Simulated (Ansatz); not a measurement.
C2H5FO2Si

The calculation's input:

```
crystal:
  periodic: [false, false, false]
  atoms:
    - {symbol: C, position_ang: [-0.577636, -0.622063, -0.365727]}
    - {symbol: C, position_ang: [-2.940747, 1.881423, -0.468322]}
    - {symbol: F, position_ang: [-2.720164, -1.676388, -1.897188]}
    - {symbol: O, position_ang: [-2.977209, 0.815496, -1.256855]}
    - {symbol: O, position_ang: [-2.493167, 1.883197, 0.646175]}
    - {symbol: Si, position_ang: [-2.396821, -0.683697, -0.661027]}
    - {symbol: H, position_ang: [-0.191323, -1.616937, -0.096784]}
    - {symbol: H, position_ang: [-0.054717, -0.279947, -1.271911]}
    - {symbol: H, position_ang: [-0.359973, 0.078145, 0.454218]}
    - {symbol: H, position_ang: [-3.235705, -1.104070, 0.483774]}
    - {symbol: H, position_ang: [-3.375645, 2.771745, -0.968312]}
basis:
  gaussian:
    orbitals: def2-SVPD
total_charge: 0
hamiltonian:
  xc: pbe0
output: {forces: true, orbitals: {seedname: orbitals}}
```

Command:

```sh
ansatz run input.yaml --threads 2 --pin off --max-ram 4350MiB --events-out events.jsonl --progress --plain --runs-dir runs
```

Geometry: PBE0-D3(BJ)/def2-SVP.

These are results of isolated molecule in a Gaussian basis; Kohn-Sham density functional theory, functional PBE0 in Ansatz, not measurements.

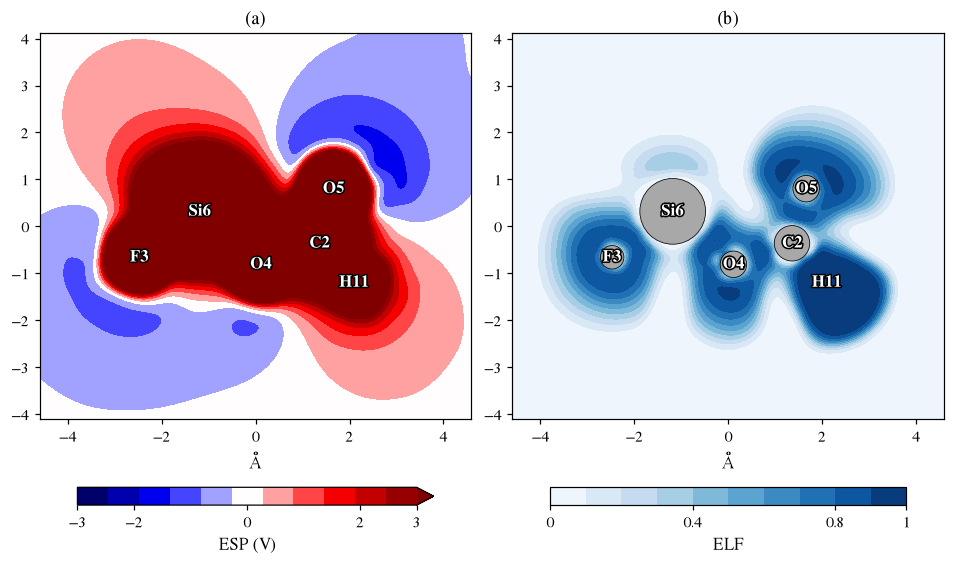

Figure 1. (a) electrostatic potential; (b) electron localisation function on the plane of atoms F3, Si6 and O4. Grey discs cover the atomic cores in the ELF map.

What do the fields say about this system?

Answer. The plane passes through C, F, O, Si and H nuclei. C–O (1.20 Å): the ELF peaks at about 0.85 between the atoms (a short, multiple covalent bond). Si–F (1.62 Å): the ELF peaks at about 0.85 in the valence shell of F, 0.6 Å from its nucleus, and is about 0.45 at the midpoint. Si–O (1.71 Å): the ELF peaks at about 0.90 between the atoms (a polar covalent bond). C–H (1.11 Å): the ELF climbs to about 1 towards the hydrogen, as it does in any bond to H (a covalent bond by its length). C–O (1.33 Å): the ELF peaks at about 0.90 between the atoms (a polar covalent bond). The ELF also peaks beside O4, F3 and O5, away from the bonds: lone-pair regions. Outside the dense part of the molecule the potential is most negative (−1.7 V) near O5.

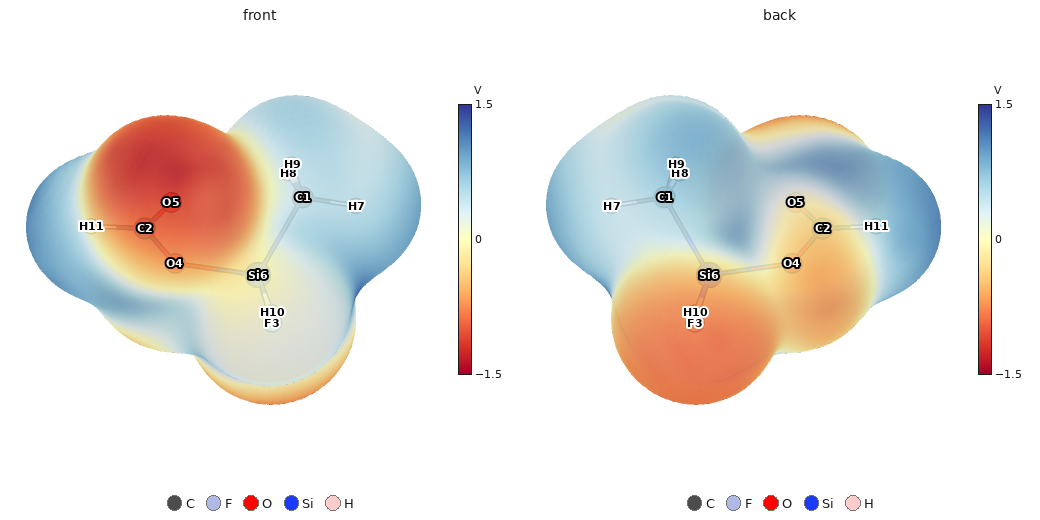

Figure 2. The electrostatic potential painted on the density surface at 0.001 e/bohr³, seen from the front and from behind; the colour scale runs from red (negative) to blue (positive).

Where is the surface potential most negative and most positive?

Answer. The most negative region (about −1.2 V) lies over O5, the most positive (about +1.2 V) over Si6. O5 is the likeliest acceptor of a hydrogen bond.

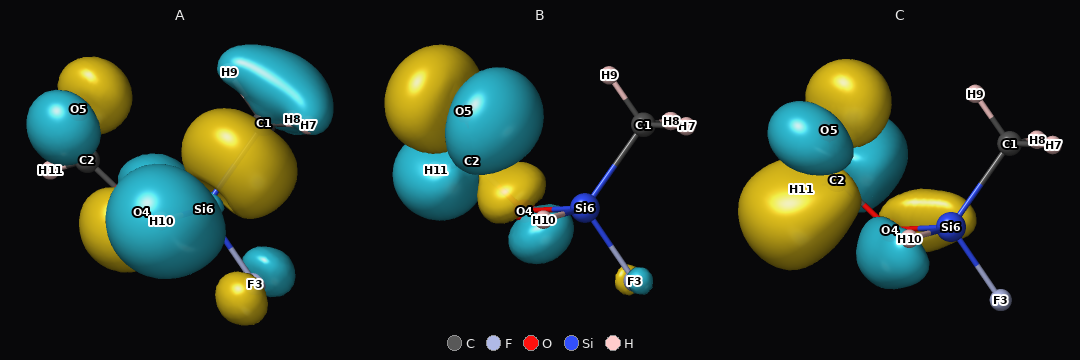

Figure 3. Three frontier orbitals at ±0.1 Å⁻³ᐟ² (yellow and cyan are the two phases), in no order.

Which picture is the HOMO−1, the HOMO and the LUMO?

Answer. A is the HOMO−1 (−9.37 eV). By Hirshfeld shares it lies mainly on C1 (about 20 %), O4 (about 20 %), Si6 (about 20 %), H10 (about 15 %) and O5 (about 10 %). B is the HOMO (−8.75 eV). It lies mainly on O5 (about 65 %), C2 (about 10 %), O4 (about 10 %) and H11 (about 5 %); largely a lone pair of O5. C is the LUMO (−0.55 eV). By Hirshfeld shares it lies mainly on C2 (about 45 %), O5 (about 25 %), O4 (about 10 %) and H11 (about 10 %); π-antibonding (π*) across C2–O5.

What is the HOMO–LUMO gap?

Answer. 8.20 eV between the orbital energies.
